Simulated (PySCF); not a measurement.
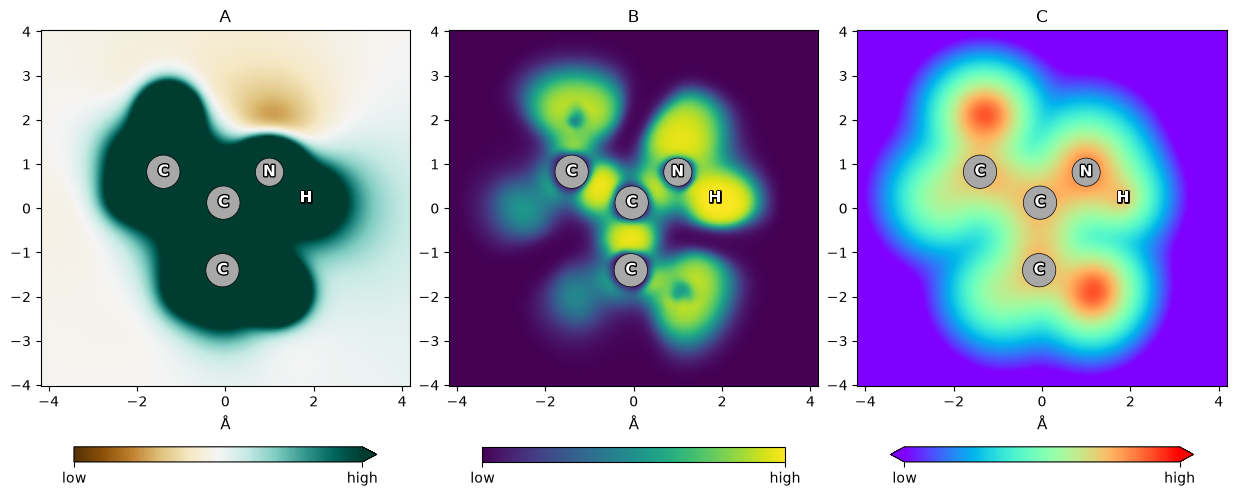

C3HF6N (transoidal Hexafluoroacetone imine): 3 fields on the plane of atoms C2, N1 and H11, with unlabelled colour scales. Grey discs cover the atomic cores.

Geometry: PBE0-D3(BJ)/def2-TZVP.

These are results of PBE0/pcSseg-2, SCF density, gas phase, non-relativistic (PySCF), not measurements.

Q: Which field does each panel show? The fields are: electron density, electron localisation function and electrostatic potential.

A: Panel A: electrostatic potential (strongly positive close to the atoms, with negative regions outside electron-rich atoms). Panel B: electron localisation function. Panel C: electron density. From the grid: C–N (1.25 Å): ρ at the midpoint is about 3 e/Å³; the ELF peaks at about 0.90 between the atoms; a short, multiple covalent bond. C–C (1.53 Å): ρ is about 1.8 e/Å³ halfway; the ELF peaks at about 1 between the atoms; localised, covalent bonding.
